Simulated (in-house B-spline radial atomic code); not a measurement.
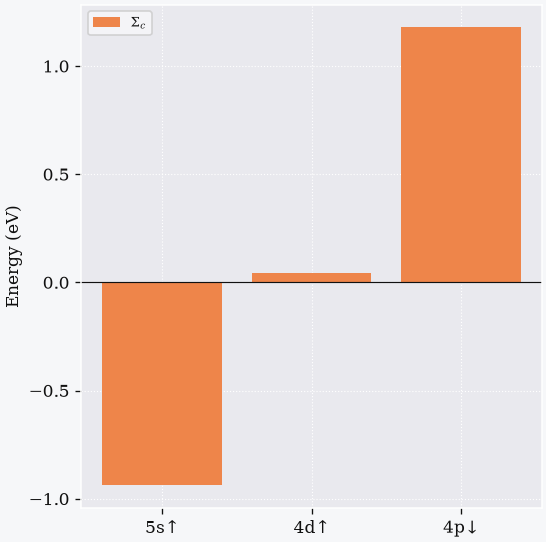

The G₀W₀ correction to each level (on Hartree–Fock the correlation self-energy alone) for Mo I ([Kr] 4d⁵ 5s). All-electron spherical atom, scalar X2C, Hartree-Fock start, no spin-orbit coupling, Breit or QED terms; computed with a B-spline radial code. The quasi-particle equation is solved at full frequency; levels of low quasi-particle weight Z are left out.

> Give the quasi-particle levels and their parts.

G₀W₀ moves the highest occupied level, 5s↑, from −6.48 to −7.42 eV (renormalisation factor Z = 0.95); the measured removal energy is 7.09 eV, so the error is +0.33 eV.

| Level | Mean field (eV) | Σc (eV) | Z | G₀W₀ (eV) |
| --- | --- | --- | --- | --- |
| 5s↑ | −6.48 | −0.94 | 0.95 | −7.42 |
| 4d↑ | −9.36 | 0.04 | 0.91 | −9.32 |
| 4p↓ | −43.66 | 1.18 | 0.89 | −42.48 |
